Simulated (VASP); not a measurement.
Band structure of BeS (zinc blende). Method: rev-vdW-DF2, VASP's PBE PAW potentials (set 64) (plane waves; VASP).

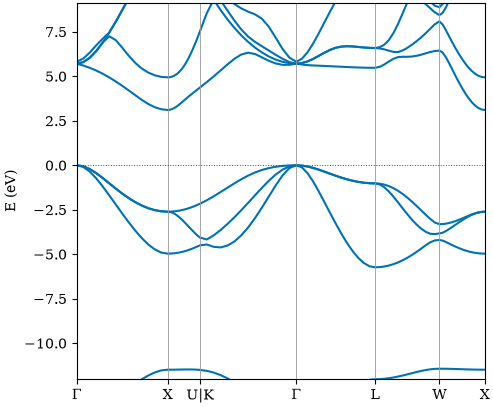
Figure: Bands along high-symmetry lines, zero at the valence-band maximum or, without a gap, the Fermi level

Read the plot: is there a gap, and where are the band edges?

The gap is indirect, 3.11 eV, from the valence maximum at Γ to the conduction minimum at X. (Edges off the drawn lines would not show.)

The compound is BeS in the zinc blende structure. It was relaxed first.
